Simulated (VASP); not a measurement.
Band structure of MnS (relaxed from the wurtzite structure, space group P6_3mc). Method: r2SCAN meta-GGA, VASP's PBE PAW potentials (set 64) (plane waves; VASP).

The path is coarsely sampled, so an indirect gap can come out somewhat too large. The moments were started parallel, and other spin orders were not tried in this run.

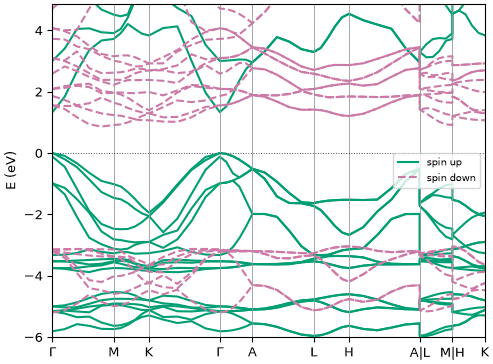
Figure: Bands along high-symmetry lines, zero at the valence-band maximum or, without a gap, the Fermi level

**Question.** Read the plot: is there a gap, and where are the band edges?

**Answer.** The gap is indirect, 0.86 eV, from the valence maximum at Γ to the conduction minimum at Γ-M at 0.80.

The structure was generated: MnS was put into the wurtzite type (P6_3mc), which need not be its known phase. It was relaxed first.
